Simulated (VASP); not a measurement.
Band structure of Cd (relaxed from the simple-cubic structure, space group Pm-3m). Calculation: r2SCAN meta-GGA, VASP's PBE PAW potentials (set 64) (plane waves; VASP 6.6.1).

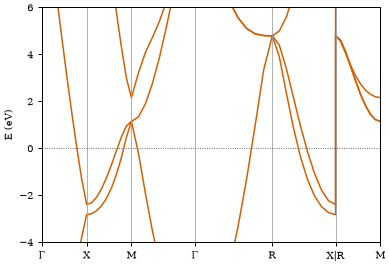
Figure. Bands along high-symmetry lines, zero at the valence-band maximum or, without a gap, the Fermi level

Task: Read the plot: is there a gap, and where are the band edges?

Result: It has no gap at this level: it comes out as a metal or semimetal.

The structure was generated: Cd was put into the simple-cubic type (Pm-3m), which need not be its known phase. It was relaxed first.
